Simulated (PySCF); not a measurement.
**C3H8O2Si: geometry, electronic excitations**

Wanted: the electronic excitations of C3H8O2Si (`COC[SiH2]C=O`), by calculation.

The runs use PySCF 2.14.0, with density-fitted response routines of our own; the level of theory stands in each step. All values are computed, except where a source is named. Atoms count from 0, in the outputs and in this text.

## Step 1: The starting structure

14 atoms, charge 0, multiplicity 1; geometry from: GFN2-xTB.

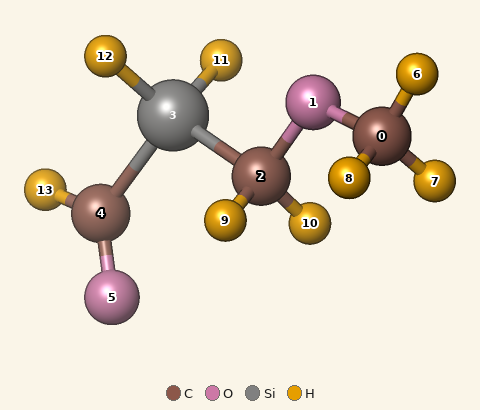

As it starts; carbon brown, oxygen pink, silicon grey, hydrogen amber, atoms numbered.

## Step 2: Optimising the geometry at PBE0-D3(BJ)/def2-SVP

The job: settings as JSON, then the geometry in Å.

```
{"job": {"xc": "PBE0", "basis": "def2-SVP", "d3": "d3bj", "grid": 1, "kind": "geom"}, "charge": 0, "multiplicity": 1}
C     -2.526761     0.190396     0.545807
O     -1.230181    -0.301837     0.766213
C     -0.281594     0.193269    -0.161129
Si     1.384467    -0.589375     0.313821
C      2.708023     0.058878    -0.927386
O      2.475846     0.823106    -1.829135
H     -3.165508    -0.252148     1.308018
H     -2.893420    -0.091137    -0.449563
H     -2.555970     1.284116     0.632433
H     -0.246933     1.292056    -0.117034
H     -0.581365    -0.069319    -1.186714
H      1.352735    -2.047716     0.190896
H      1.811080    -0.184694     1.654428
H      3.748904    -0.306068    -0.787711
```

**Question.** This job is followed by: TDDFT PBE0/aug-cc-pVDZ, vertical, gas phase, core orbitals frozen in the response; TDDFT PBE0/6-31+G*, vertical, gas phase, core orbitals frozen in the response. What will the session give for the following? point group; rotational constants (main isotopes); lowest singlet (PBE0/aug-cc-pVDZ); brightest single state of those computed; lowest triplet; range of the lowest singlet.

**Answer**, as computed:

| quantity | value |
| --- | --- |
| point group | Cs |
| rotational constants (main isotopes) | 6.69, 1.29, 1.11 GHz |
| lowest singlet (PBE0/aug-cc-pVDZ) | 3.23 eV (384 nm), f = 0.000 |
| brightest single state of those computed | state 4, 5.98 eV, f = 0.049 |
| lowest triplet | 2.50 eV |
| range of the lowest singlet | 3.23 to 3.27 eV |

In words: Over 4 steps the energy fell by 0.063 eV; of the close pairs, Si3–H11 changed most, 1.464 to 1.494 Å. No frequency check was run at this level, so the end point may be a saddle. The first singlet state (HOMO→LUMO 0.98) lies at 3.23 eV and is dark; of the 10 states computed, the strongest absorption comes from state 4 at 5.98 eV. The lowest triplet lies 0.73 eV below the lowest singlet (triplets in Tamm-Dancoff, singlets in full TDDFT). The lowest singlet runs from 3.23 eV (PBE0/aug-cc-pVDZ) to 3.27 eV (PBE0/6-31+G*), while the orbital gap spans 5.44 to 5.50 eV. The lowest state need not be the same one in every run.
